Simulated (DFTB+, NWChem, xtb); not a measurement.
**How methods differ on P4 (SMILES P12P3P1P23)**

P4: 4 atoms, total charge 0, spin state singlet. SMILES: `P12P3P1P23`. The coordinates come from a PBE0-D4/def2-TZVP relaxation.

```xyz
4

P    -0.7248   -0.1000    1.1194
P     1.2949    0.1098    0.3157
P    -0.1850   -1.0917   -0.7498
P    -0.3851    1.0819   -0.6852
```

Quantity: the mean polarisability, in bohr³. The values are calculated.

```json
{"level": "DFTB2", "kind": "semi-empirical", "program": "DFTB+", "value (bohr³)": "47.8", "CPU time": "under 2 s"}
{"level": "GFN0-xTB", "kind": "semi-empirical", "program": "xtb", "value (bohr³)": "91.8", "CPU time": "under 2 s"}
{"level": "GFN2-xTB", "kind": "semi-empirical", "program": "xtb", "value (bohr³)": "91.0", "CPU time": "under 2 s"}
{"level": "BP86/6-31++G** (spherical functions)", "kind": "GGA", "program": "NWChem", "value (bohr³)": "85.7", "CPU time": "28 s"}
{"level": "BP86/6-31+G* (spherical functions)", "kind": "GGA", "program": "NWChem", "value (bohr³)": "85.7", "CPU time": "28 s"}
{"level": "BP86/6-311+G**", "kind": "GGA", "program": "NWChem", "value (bohr³)": "86.7", "CPU time": "39 s"}
{"level": "BP86/6-31G* (spherical functions)", "kind": "GGA", "program": "NWChem", "value (bohr³)": "79.8", "CPU time": "19 s"}
{"level": "BP86/6-311++G(2d,2p)", "kind": "GGA", "program": "NWChem", "value (bohr³)": "88.7", "CPU time": "54 s"}
```

The values span 47.8 to 91.8 bohr³. CPU times are rough (shared hosts, several kinds of processor): they show what a rung costs within a factor of a few.

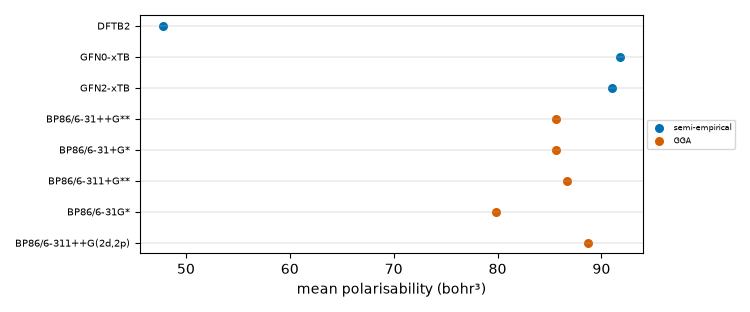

The values of the table, level by level.
